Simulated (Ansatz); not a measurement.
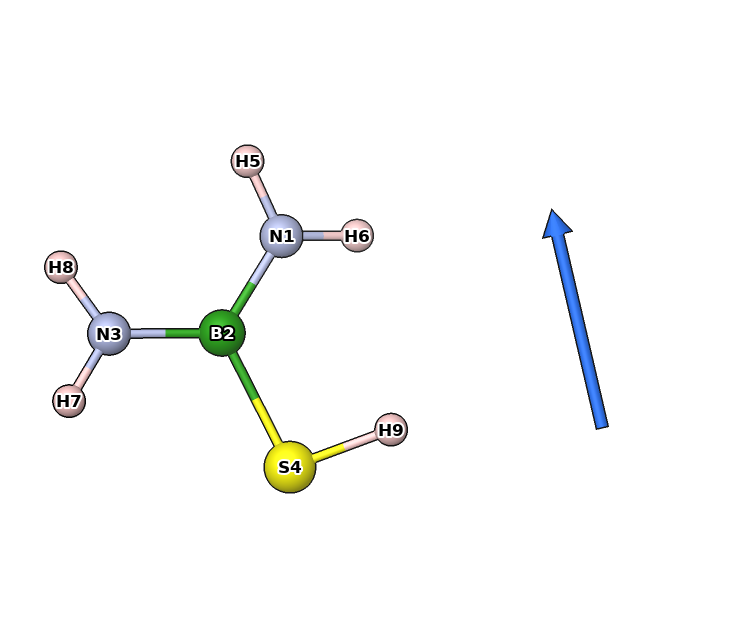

The arrow beside the molecule shows the direction of the dipole moment, from the negative to the positive end (its length means nothing). The geometry was computed by an optimisation with PBE-D4/def2-SVP. No frequency run is at hand to confirm it as a minimum. Method: RKS PBE-D4/def2-SVP (Ansatz 0.2.0).

Q: How large is the dipole moment?

A: 2.63 D; it points from the side of S4 to the side of H5 (the outermost atoms at the two ends).
